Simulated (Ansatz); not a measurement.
AlGeH3ClF: several calculations on one system

**1. Relaxation**

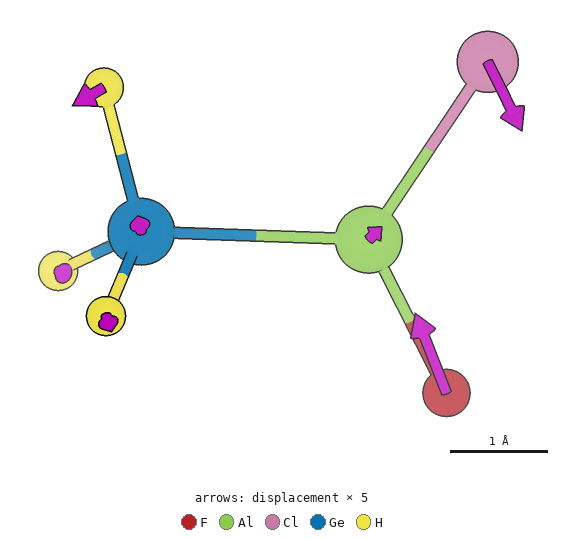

A relaxation of AlGeH₃ClF. The starting structure is drawn; purple arrows show the displacements, magnified 5 times. The two geometries are superimposed by the best rigid fit.

A ball-and-stick model, seen at a tilt.

The run prepares an end point of a later path (hydrogen shift) calculation, from a guessed geometry.

The calculation used RKS r2SCANh/def2-SVP in Ansatz 0.2.0.

The input:
```yaml
crystal:
  periodic: [false, false, false]
  atoms:
    - { symbol: F, position_ang: [1.789, -0.5055, 2.0826] }
    - { symbol: Al, position_ang: [0.6714, -0.9149, 0.6899] }
    - { symbol: Cl, position_ang: [0.4358, -3.0305, 0.0857] }
    - { symbol: Ge, position_ang: [-0.4675, 0.8277, -0.5317] }
    - { symbol: H, position_ang: [0.4686, 1.8122, -1.1633] }
    - { symbol: H, position_ang: [-1.4872, 1.582, 0.444] }
    - { symbol: H, position_ang: [-1.3488, 0.161, -1.6529] }
basis:
  gaussian: { orbitals: def2-SVP }
hamiltonian:
  xc: r2scanh
relax:
  f_tol: 0.02
  max_steps: 50
```

Run as
```bash
ansatz run input.yaml --threads 2 --pin off --max-ram 3072MiB --backend cpu --events-out ev --progress --plain --runs-dir out
```

Question: What happened in the run?

Answer: Over 6 geometry steps the energy falls by 0.535 eV. The largest force component goes from 2.6 to 0.011 eV/Å. The atom that moves furthest after the best rigid fit is F1 (0.19 Å). Largest moves by element: F 0.19 Å, Cl 0.17 Å, H 0.08 Å, Ge 0.05 Å, Al 0.04 Å. Near-neighbour distances that change, for instance: F1–Al2 1.832 → 1.660 Å, Al2–Cl3 2.213 → 2.094 Å, Ge4–H6 1.600 → 1.535 Å, Ge4–H7 1.574 → 1.533 Å. Among the angles between lasting bonds that change: Cl3–Al2–Ge4 120.1° → 124.2°, F1–Al2–Cl3 119.1° → 115.9°, Al2–Ge4–H7 108.6° → 111.7°. The run took 35 s on 2 threads of Arm Neoverse V1, with other jobs on the host, peak memory 0.24 GiB.

**2. Relaxation**

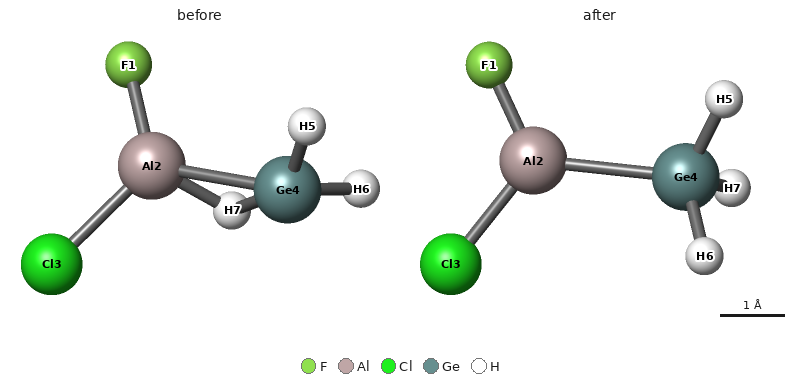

The structure of AlGeH3ClF before (left) and after (right) a relaxation, at one scale.

The picture is a ball-and-stick view, seen from a free direction.

The run prepares an end point of a later path (hydrogen shift) calculation, from a guessed geometry.

The calculation used Ansatz 0.2.0, RKS r2SCANh/def2-SVP. (no spin polarisation; force threshold 0.02 eV/Å; at most 50 steps)

> Summarise the run.

The largest move after the best rigid fit is that of H6, 1.92 Å. By element the largest moves are H 1.92 Å, F 1.00 Å, Ge 0.65 Å, Al 0.31 Å, Cl 0.22 Å. Near-neighbour distances that change, for instance: Al2–H7 1.540 → 3.297 Å, Ge4–H7 1.852 → 1.536 Å, F1–Al2 1.832 → 1.660 Å, Al2–Cl3 2.213 → 2.095 Å. Bonds break, among them: Al2–H7 (1.54 → 3.30 Å). Among the angles between lasting bonds that change: Al2–Ge4–H7 39.6° → 110.0°, H5–Ge4–H7 146.6° → 107.8°, H6–Ge4–H7 75.2° → 107.5°. After 18 accepted moves (19 points after the start) the energy has fallen by 379.2 kJ/mol. Largest force component: 3.1 eV/Å at the start, 0.017 eV/Å at the end. The line search rejected the trial step at point 17 of the run.

**3. Path**

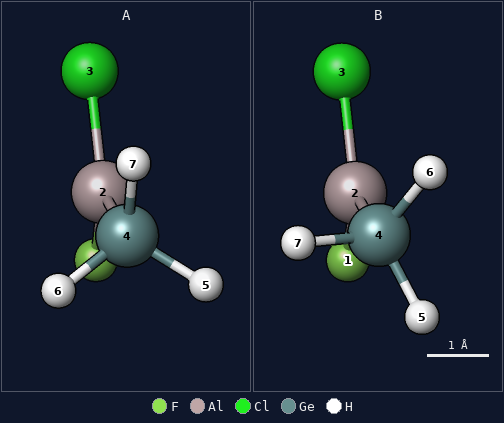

The two relaxed end points of a path for AlGeH3ClF. Style: ball-and-stick. Shown from a free direction.

Computed with RKS r2SCANh/def2-SVP (Ansatz 0.2.0).

Run with 5 movable images; climbing image; force threshold 0.05 eV/Å; iteration limit 60.

Start:
```xyz
7

F     1.6877   -0.5598    1.9354
Al    0.6805   -0.9526    0.6751
Cl    0.5297   -2.9930    0.2275
Ge   -0.5111    0.8057   -0.5242
H     0.4749    1.8215   -1.1177
H    -1.4413    1.5739    0.4253
H    -1.3591    0.2362   -1.6671
```

End:
```xyz
7

F     1.6954   -0.5781    1.9580
Al    0.6907   -0.9391    0.6866
Cl    0.5024   -2.9711    0.2140
Ge   -0.4957    0.8144   -0.5262
H     0.2293    2.1623   -0.4319
H    -0.6574    0.4465   -2.0062
H    -1.9034    0.9971    0.0600
```

Predict the minimum-energy path and its barrier.

The barrier is about 1.28 eV in both directions, with image 2 at the top; the ends have nearly the same energy. No bond forms or breaks between the ends. Among the angles between lasting bonds that change up to the highest image: Al2–Ge4–H7 111.7° → 44.3°, Al2–Ge4–H5 110.7° → 67.3°. The band converged in 56 iterations. The largest component of the band force went from 52 to 0.031 eV/Å. The climbing image converged on the top of the path. Its vibrational analysis gives one imaginary mode (433i cm⁻¹), as a transition state must have.

Energies of the converged images:

```csv
image,path (Å),E (eV)
0,0.00,0.000
1,2.44,0.000
2,4.89,1.279
3,6.97,0.422
4,9.06,0.411
5,11.14,0.000
6,13.23,-0.001
```

The geometry at the top of the path:

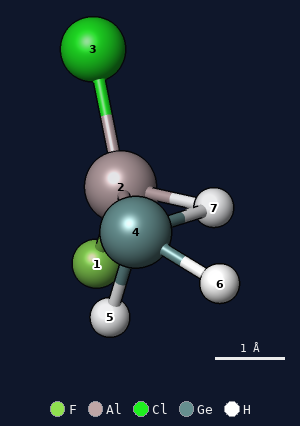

The run took 20 min on 2 threads of Arm Neoverse V1, with other jobs on the host, peak memory 0.25 GiB.
